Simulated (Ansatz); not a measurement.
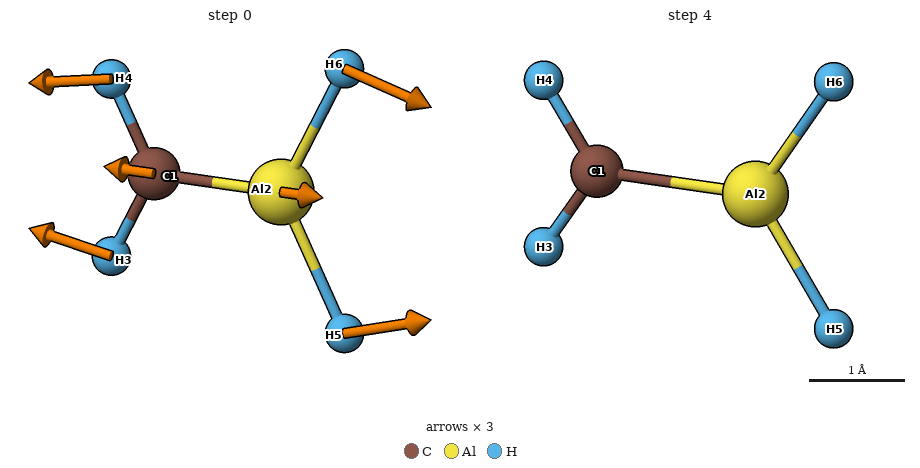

The structure of CH₄Al (charge −1) before (left) and after (right) a relaxation, at one scale. The orange arrows give the displacements, 3 times their true length.

Style: ball-and-stick. Shown at a tilt.

It is one of the separated reactants of a reaction.

These are results of RKS PBE-D4/def2-SVPD (Ansatz 0.2.0), not measurements. (force threshold 0.03 eV/Å; at most 250 steps)

Describe what moved and what it gained.

Answer. After 4 geometry steps the energy has fallen by 66.0 kcal/mol. The largest force component goes from 17 to 0.021 eV/Å. The largest moves after the best rigid fit, 0.36 Å, are those of H5 and H6. Largest moves by element: H 0.36 Å, C 0.20 Å, Al 0.17 Å. Some distances before and after: C1–Al2 1.488 → 1.854 Å, C1–H3 1.096 → 1.109 Å, Al2–H5 1.636 → 1.641 Å. Among the angles between lasting bonds that change: H3–C1–H4 126.1° → 111.6°, H5–Al2–H6 126.2° → 112.2°, Al2–C1–H3 117.0° → 124.2°.
